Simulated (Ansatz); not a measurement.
Breaking a bond: GaAl, lowest triplet found (which spin is the ground state isn't settled by this scan).

Levels: UCCSDT = Ansatz (an electronic-structure program) with CCSDT on UHF/aug-cc-pVDZ, cores with 3d frozen; UMP2 = MP2 on UHF/aug-cc-pVDZ, cores with 3d frozen in Ansatz; FCI = Ansatz with full CI/aug-cc-pVDZ, cores with 3d frozen; ROMP2 = MP2 on ROHF/aug-cc-pVDZ, cores with 3d frozen (Ansatz); UCCSD = CCSD on UHF/aug-cc-pVDZ, cores with 3d frozen in Ansatz.

Energies are in mEh, each relative to the lowest point of its own curve between 2.63 and 3.27 Å, where full CI is lowest.

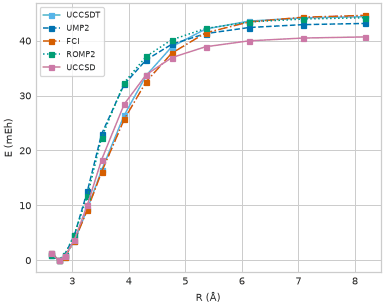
Fig. 1. Energy against bond length for each method.

```json
[
 {"R / Å": "2.63", "UCCSDT": "1.4", "UMP2": "1.0", "FCI": "1.4", "ROMP2": "0.9", "UCCSD": "1.3"},
 {"R / Å": "2.76", "UCCSDT": "0.0", "UMP2": "0.0", "FCI": "0.0", "ROMP2": "0.0", "UCCSD": "0.0"},
 {"R / Å": "2.87", "UCCSDT": "0.6", "UMP2": "1.0", "FCI": "0.6", "ROMP2": "1.0", "UCCSD": "0.7"},
 {"R / Å": "3.04", "UCCSDT": "3.5", "UMP2": "4.6", "FCI": "3.5", "ROMP2": "4.7", "UCCSD": "3.8"},
 {"R / Å": "3.27", "UCCSDT": "9.4", "UMP2": "12.6", "FCI": "9.2", "ROMP2": "11.7", "UCCSD": "10.1"},
 {"R / Å": "3.52", "UCCSDT": "16.4", "UMP2": "23.0", "FCI": "16.0", "ROMP2": "22.3", "UCCSD": "18.3"},
 {"R / Å": "3.92", "UCCSDT": "26.4", "UMP2": "32.0", "FCI": "25.7", "ROMP2": "32.3", "UCCSD": "28.4"},
 {"R / Å": "4.31", "UCCSDT": "33.7", "UMP2": "36.5", "FCI": "32.5", "ROMP2": "37.1", "UCCSD": "33.8"},
 {"R / Å": "4.76", "UCCSDT": "38.9", "UMP2": "39.3", "FCI": "37.7", "ROMP2": "40.2", "UCCSD": "36.9"},
 {"R / Å": "5.36", "UCCSDT": "42.1", "UMP2": "41.3", "FCI": "41.4", "ROMP2": "42.2", "UCCSD": "38.9"},
 {"R / Å": "6.13", "UCCSDT": "43.6", "UMP2": "42.4", "FCI": "43.4", "ROMP2": "43.4", "UCCSD": "40.0"},
 {"R / Å": "7.08", "UCCSDT": "44.2", "UMP2": "42.9", "FCI": "44.3", "ROMP2": "43.9", "UCCSD": "40.5"},
 {"R / Å": "8.18", "UCCSDT": "44.4", "UMP2": "43.1", "FCI": "44.6", "ROMP2": "44.2", "UCCSD": "40.7"}
]
```

At the longest distance, 8.18 Å, FCI lies highest above its minimum (44.6 mEh) and UCCSD lowest (40.7 mEh).

The scan ran from 1.74 to 8.18 Å; beyond the distances shown full CI changes its symmetry label. The T1 diagnostic of CCSD on the restricted reference of ROMP2 exceeds 0.045 at 3.52 to 3.92 Å.
